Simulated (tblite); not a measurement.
# Run report: C5H12Si2, geometry relaxation (part 3 of 3)

The same run, continued: C5H12Si2; GFN2-xTB geometry optimisation, gas phase (tblite 0.8.0). It belongs to a series of runs on one base structure; here: H on Si replaced by CH2SiH3.

Geometry of the input (Å):
```
Si 2.8089  -0.3714  0.0332
C  1.5195  0.9409  -0.3384
Si -0.1069  0.2571  -0.8349
C  -1.5483  1.2752  -0.1099
C  -2.5185  0.1814  0.0829
C  -2.0754  -1.0158  0.1774
C  -0.6201  -1.2564  0.1177
H  3.1866  -0.3119  1.4555
H  2.3763  -1.7274  -0.2856
H  3.9696  -0.0601  -0.7902
H  1.9118  1.5892  -1.1340
H  1.3710  1.5214  0.6007
H  -0.3437  0.1770  -2.2522
H  -1.1748  1.5939  0.8816
H  -1.8527  2.0836  -0.7820
H  -3.6193  0.4162  0.1280
H  -2.7655  -1.8904  0.3203
H  -0.1772  -1.2017  1.1345
H  -0.3510  -2.1914  -0.3969
```

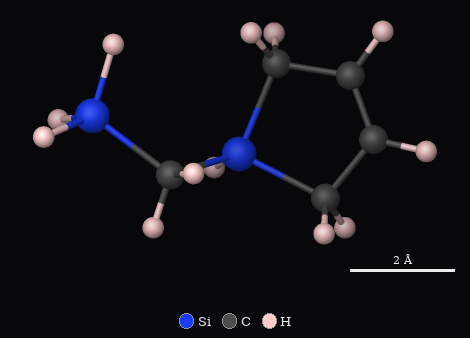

**Figure 1.** The geometry at step 170 of the log (ball-and-stick view, seen at a tilt).

**Trajectory as extended XYZ, continued**
```
19
Properties=species:S:1:pos:R:3:forces:R:3 step=136 energy=-550.65066
Si    2.9547   -0.3324   -0.0382    0.0000  -0.0100  -0.0110
C     1.5188    0.8976   -0.2049    0.0050   0.0000  -0.0010
Si   -0.1006    0.1798   -0.8943    0.0030   0.0180   0.0180
C    -1.6352    1.2376   -0.4654   -0.0020  -0.0060  -0.0110
C    -2.4872    0.3225    0.3619   -0.0080   0.0060  -0.0070
C    -2.0649   -0.9051    0.6081    0.0000   0.0120  -0.0010
C    -0.7418   -1.3442    0.0581    0.0050   0.0030  -0.0120
H     2.6509   -1.3382    0.9826   -0.0060   0.0030  -0.0010
H     3.1823   -0.9986   -1.3218    0.0090   0.0110   0.0040
H     4.1691    0.3838    0.3679   -0.0030  -0.0020  -0.0100
H     1.8310    1.7131   -0.8565    0.0010   0.0010   0.0090
H     1.3284    1.3461    0.7703    0.0020   0.0000   0.0060
H     0.0160   -0.0713   -2.3410   -0.0040  -0.0060   0.0060
H    -1.4073    2.1442    0.0990    0.0110  -0.0140  -0.0010
H    -2.1925    1.5627   -1.3450   -0.0060  -0.0020  -0.0040
H    -3.4307    0.6967    0.7342   -0.0070   0.0010   0.0030
H    -2.6385   -1.6083    1.1956   -0.0020  -0.0020   0.0080
H    -0.0847   -1.6549    0.8719    0.0030  -0.0040   0.0100
H    -0.8775   -2.2218   -0.5748   -0.0010  -0.0080  -0.0060
19
Properties=species:S:1:pos:R:3:forces:R:3 step=144 energy=-550.65112
Si    2.9547   -0.3307   -0.0396    0.0030  -0.0050  -0.0090
C     1.5156    0.8962   -0.1971   -0.0010   0.0030  -0.0050
Si   -0.0993    0.1760   -0.8944   -0.0020   0.0050   0.0110
C    -1.6370    1.2333   -0.4768   -0.0020   0.0030   0.0010
C    -2.4852    0.3270    0.3643    0.0050  -0.0010   0.0010
C    -2.0617   -0.8988    0.6172    0.0030   0.0010   0.0020
C    -0.7460   -1.3465    0.0562    0.0050  -0.0030  -0.0030
H     2.6455   -1.3535    0.9628    0.0030   0.0050  -0.0070
H     3.1981   -0.9709   -1.3334    0.0040   0.0010   0.0050
H     4.1614    0.3881    0.3834    0.0040  -0.0060   0.0010
H     1.8266    1.7157   -0.8440    0.0000   0.0070   0.0050
H     1.3249    1.3395    0.7805   -0.0060  -0.0080   0.0040
H     0.0281   -0.0820   -2.3384   -0.0040  -0.0010  -0.0050
H    -1.4038    2.1437    0.0788   -0.0060   0.0040   0.0010
H    -2.1977    1.5510   -1.3569    0.0030  -0.0060  -0.0030
H    -3.4243    0.7047    0.7449    0.0040   0.0070  -0.0100
H    -2.6293   -1.5950    1.2187   -0.0070  -0.0070   0.0030
H    -0.0864   -1.6696    0.8633   -0.0010   0.0020   0.0070
H    -0.8941   -2.2188   -0.5819   -0.0040  -0.0020   0.0010
19
Properties=species:S:1:pos:R:3:forces:R:3 step=153 energy=-550.65172
Si    2.9580   -0.3267   -0.0526    0.0000  -0.0010  -0.0150
C     1.5141    0.8970   -0.1906   -0.0060  -0.0020   0.0000
Si   -0.0964    0.1711   -0.8919   -0.0080  -0.0090   0.0130
C    -1.6375    1.2288   -0.4900   -0.0080   0.0030   0.0010
C    -2.4820    0.3324    0.3650   -0.0030   0.0040   0.0000
C    -2.0571   -0.8897    0.6328   -0.0030   0.0040  -0.0030
C    -0.7466   -1.3460    0.0667    0.0020  -0.0040  -0.0010
H     2.6275   -1.3887    0.8997    0.0070  -0.0070   0.0090
H     3.2335   -0.9187   -1.3628    0.0010   0.0100   0.0030
H     4.1526    0.3767    0.4262    0.0040   0.0010  -0.0020
H     1.8179    1.7317   -0.8216   -0.0030  -0.0070   0.0040
H     1.3180    1.3195    0.7952    0.0040  -0.0020   0.0080
H     0.0341   -0.1012   -2.3325    0.0030   0.0030  -0.0120
H    -1.4113    2.1497    0.0512    0.0020   0.0010  -0.0040
H    -2.1997    1.5287   -1.3755    0.0030  -0.0030  -0.0060
H    -3.4207    0.7155    0.7410    0.0030   0.0040   0.0060
H    -2.6202   -1.5777    1.2480   -0.0110  -0.0050  -0.0050
H    -0.0876   -1.6767    0.8711    0.0090   0.0110   0.0000
H    -0.9063   -2.2165   -0.5717    0.0030   0.0020   0.0050
19
Properties=species:S:1:pos:R:3:forces:R:3 step=162 energy=-550.65237
Si    2.9612   -0.3220   -0.0638    0.0150  -0.0120  -0.0070
C     1.5043    0.8883   -0.1717    0.0010   0.0030  -0.0020
Si   -0.0957    0.1612   -0.8944   -0.0050  -0.0030   0.0140
C    -1.6385    1.2224   -0.5120   -0.0070   0.0080   0.0050
C    -2.4736    0.3442    0.3710   -0.0160  -0.0030  -0.0160
C    -2.0521   -0.8768    0.6494   -0.0030   0.0030  -0.0130
C    -0.7516   -1.3477    0.0718    0.0040  -0.0040   0.0000
H     2.6331   -1.4233    0.8447    0.0070  -0.0030  -0.0080
H     3.2591   -0.8542   -1.3946   -0.0010   0.0010   0.0060
H     4.1444    0.3702    0.4583   -0.0010   0.0090  -0.0050
H     1.7963    1.7429   -0.7811    0.0130  -0.0020   0.0090
H     1.3045    1.2810    0.8257   -0.0100   0.0020  -0.0030
H     0.0474   -0.1169   -2.3325    0.0090   0.0020  -0.0090
H    -1.4173    2.1598    0.0016    0.0120   0.0060   0.0030
H    -2.2037    1.4942   -1.4048   -0.0110  -0.0120   0.0050
H    -3.4048    0.7377    0.7547    0.0010   0.0030   0.0050
H    -2.6125   -1.5540    1.2791   -0.0020   0.0000   0.0000
H    -0.0857   -1.6800    0.8698   -0.0040  -0.0020   0.0010
H    -0.9246   -2.2179   -0.5637    0.0000   0.0030   0.0150
19
Properties=species:S:1:pos:R:3:forces:R:3 step=170 energy=-550.65308
Si    2.9720   -0.3193   -0.0818   -0.0130  -0.0050  -0.0140
C     1.5021    0.8789   -0.1626    0.0030   0.0070   0.0030
Si   -0.0966    0.1527   -0.8906    0.0030  -0.0030   0.0170
C    -1.6406    1.2194   -0.5232   -0.0040   0.0040  -0.0010
C    -2.4792    0.3514    0.3667    0.0010   0.0030  -0.0030
C    -2.0603   -0.8678    0.6566   -0.0010  -0.0040  -0.0030
C    -0.7559   -1.3443    0.0925    0.0040  -0.0060  -0.0040
H     2.6394   -1.4748    0.7542    0.0050  -0.0020   0.0010
H     3.3065   -0.7733   -1.4324    0.0000  -0.0020   0.0000
H     4.1333    0.3591    0.5028    0.0040   0.0130   0.0000
H     1.7894    1.7463   -0.7561    0.0000  -0.0030   0.0010
H     1.2993    1.2543    0.8410    0.0010  -0.0080   0.0020
H     0.0558   -0.1378   -2.3254    0.0010   0.0010  -0.0030
H    -1.4185    2.1634   -0.0215   -0.0010  -0.0080  -0.0030
H    -2.2069    1.4784   -1.4196    0.0090  -0.0010   0.0060
H    -3.4095    0.7507    0.7466   -0.0010  -0.0020  -0.0070
H    -2.6244   -1.5399    1.2884   -0.0030   0.0020   0.0060
H    -0.0936   -1.6615    0.8999   -0.0050   0.0030   0.0020
H    -0.9221   -2.2266   -0.5276   -0.0030   0.0080   0.0020
19
Properties=species:S:1:pos:R:3:forces:R:3 step=178 energy=-550.65346
Si    2.9809   -0.3162   -0.0987   -0.0130   0.0110  -0.0120
C     1.5015    0.8718   -0.1497   -0.0050  -0.0050  -0.0040
Si   -0.0942    0.1447   -0.8829   -0.0040  -0.0060   0.0160
C    -1.6397    1.2139   -0.5329   -0.0020   0.0120  -0.0090
C    -2.4840    0.3556    0.3600    0.0050   0.0070  -0.0010
C    -2.0677   -0.8609    0.6640   -0.0010   0.0020  -0.0090
C    -0.7621   -1.3439    0.1084    0.0140  -0.0030  -0.0090
H     2.6575   -1.5028    0.6951   -0.0020  -0.0090   0.0060
H     3.3303   -0.7210   -1.4611    0.0010  -0.0020   0.0000
H     4.1258    0.3600    0.5187    0.0190   0.0080  -0.0010
H     1.7796    1.7512   -0.7300   -0.0030  -0.0010   0.0100
H     1.3004    1.2266    0.8618    0.0020  -0.0030  -0.0060
H     0.0633   -0.1464   -2.3176    0.0040  -0.0100   0.0090
H    -1.4206    2.1624   -0.0390    0.0010   0.0030   0.0010
H    -2.1997    1.4642   -1.4353    0.0020   0.0040   0.0000
H    -3.4150    0.7610    0.7311   -0.0100  -0.0040   0.0020
H    -2.6340   -1.5248    1.3021   -0.0060  -0.0070   0.0020
H    -0.1051   -1.6571    0.9217    0.0040  -0.0010  -0.0040
H    -0.9272   -2.2293   -0.5077   -0.0050   0.0040   0.0070
19
Properties=species:S:1:pos:R:3:forces:R:3 step=187 energy=-550.65433
Si    2.9941   -0.3160   -0.1176    0.0010   0.0070  -0.0300
C     1.5087    0.8658   -0.1378    0.0000  -0.0010   0.0040
Si   -0.0935    0.1464   -0.8646    0.0050   0.0200   0.0080
C    -1.6400    1.2195   -0.5259    0.0090   0.0120  -0.0050
C    -2.5049    0.3494    0.3356    0.0030   0.0130  -0.0030
C    -2.0877   -0.8644    0.6487    0.0000   0.0020  -0.0030
C    -0.7640   -1.3379    0.1291    0.0100   0.0040  -0.0030
H     2.7066   -1.4963    0.6990   -0.0120  -0.0030   0.0110
H     3.3047   -0.7403   -1.4844    0.0000   0.0120   0.0140
H     4.1513    0.3796    0.4563    0.0090  -0.0070  -0.0080
H     1.7809    1.7558   -0.7052   -0.0170  -0.0150   0.0120
H     1.3191    1.2019    0.8823   -0.0060   0.0080  -0.0080
H     0.0618   -0.1533   -2.2967    0.0070  -0.0090  -0.0150
H    -1.4239    2.1564   -0.0086    0.0040  -0.0050   0.0070
H    -2.1805    1.4948   -1.4330    0.0010  -0.0120   0.0020
H    -3.4511    0.7432    0.6799   -0.0020   0.0070   0.0000
H    -2.6686   -1.5325    1.2687   -0.0060  -0.0210   0.0060
H    -0.1174   -1.6290    0.9588   -0.0110  -0.0100   0.0090
H    -0.9053   -2.2338   -0.4768    0.0020  -0.0030   0.0020
19
Properties=species:S:1:pos:R:3:forces:R:3 step=196 energy=-550.65493
Si    3.0054   -0.3094   -0.1361    0.0110   0.0000  -0.0180
C     1.5097    0.8586   -0.1221    0.0000   0.0100   0.0010
Si   -0.0903    0.1402   -0.8522   -0.0010   0.0000   0.0140
C    -1.6346    1.2198   -0.5260    0.0010  -0.0010   0.0010
C    -2.5153    0.3503    0.3202   -0.0010   0.0020  -0.0050
C    -2.1029   -0.8626    0.6428   -0.0010  -0.0080  -0.0040
C    -0.7698   -1.3361    0.1475    0.0000  -0.0080  -0.0020
H     2.7364   -1.4954    0.6796   -0.0070   0.0010  -0.0010
H     3.3001   -0.7177   -1.5110   -0.0100   0.0010   0.0070
H     4.1731    0.3855    0.4175   -0.0030   0.0010   0.0030
H     1.7668    1.7613   -0.6749    0.0040   0.0020  -0.0030
H     1.3229    1.1760    0.9041   -0.0010   0.0030   0.0080
H     0.0708   -0.1684   -2.2824    0.0020  -0.0060  -0.0040
H    -1.4192    2.1507    0.0024    0.0020   0.0020  -0.0110
H    -2.1635    1.5023   -1.4375    0.0060   0.0050   0.0040
H    -3.4688    0.7444    0.6442    0.0050   0.0030   0.0070
H    -2.6926   -1.5329    1.2525   -0.0110  -0.0040   0.0040
H    -0.1375   -1.6195    0.9910    0.0000   0.0010  -0.0030
H    -0.9004   -2.2382   -0.4518    0.0050  -0.0040   0.0010
19
Properties=species:S:1:pos:R:3:forces:R:3 step=204 energy=-550.65525
Si    3.0074   -0.3050   -0.1458    0.0060   0.0010  -0.0040
C     1.5114    0.8619   -0.1136   -0.0040  -0.0030  -0.0020
Si   -0.0861    0.1367   -0.8423   -0.0060  -0.0050   0.0050
C    -1.6304    1.2183   -0.5256   -0.0020   0.0040  -0.0010
C    -2.5179    0.3498    0.3146    0.0020   0.0070  -0.0020
C    -2.1108   -0.8648    0.6384    0.0060   0.0000  -0.0030
C    -0.7725   -1.3381    0.1560    0.0040  -0.0030   0.0000
H     2.7384   -1.4959    0.6630    0.0010   0.0030  -0.0010
H     3.2888   -0.7044   -1.5257   -0.0030   0.0000   0.0030
H     4.1800    0.3847    0.4040   -0.0060  -0.0020   0.0010
H     1.7625    1.7680   -0.6638    0.0010   0.0020   0.0010
H     1.3272    1.1726    0.9152    0.0050   0.0030   0.0020
H     0.0799   -0.1798   -2.2706    0.0000  -0.0010   0.0000
H    -1.4163    2.1503    0.0015   -0.0010  -0.0070   0.0010
H    -2.1519    1.5017   -1.4411   -0.0020  -0.0020   0.0020
H    -3.4718    0.7461    0.6346    0.0020   0.0010  -0.0010
H    -2.7072   -1.5339    1.2434    0.0010   0.0010  -0.0050
H    -0.1472   -1.6161    1.0067   -0.0030   0.0010  -0.0030
H    -0.8932   -2.2430   -0.4412   -0.0030   0.0030   0.0050
```

**Key numbers**

- outcome: converged
- total energy: −550.6552 eV
- hardware: 1 CPU thread, shared host
- wall time: 1.4 s
- peak memory: 0.18 GiB
